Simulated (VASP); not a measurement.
Consider the following.

```yaml
crystal:
  lattice:
    - [0.00000, 2.81938, 2.81938]
    - [2.81938, 0.00000, 2.81938]
    - [2.81938, 2.81938, 0.00000]
  atoms:
    - { symbol: Li, position: [0.25000, 0.25000, 0.25000] }
    - { symbol: Li, position: [0.75000, 0.75000, 0.75000] }
    - { symbol: S, position: [0.00000, 0.00000, 0.00000] }
```

These are PBE GGA with D4 dispersion, VASP's PBE PAW potentials (set 64) (plane waves; VASP) values and carry that method's errors. Settings: 520 eV cut-off, 8×8×8 Γ-centred mesh, tetrahedra with Blöchl corrections, potentials Li_sv S.

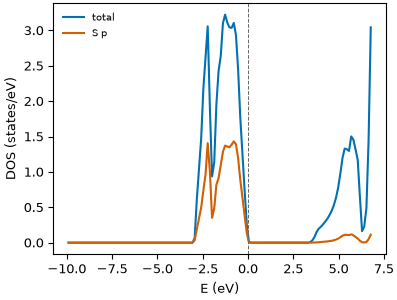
Figure: Total and projected density of states, zero at the valence-band maximum

Within 2 eV below the valence-band maximum the largest weight inside VASP's projection spheres is S p.

The gap is indirect, 3.37 eV, from the valence maximum at Γ to the conduction minimum at X.

The compound is Li2S in the antifluorite structure. It was relaxed first.
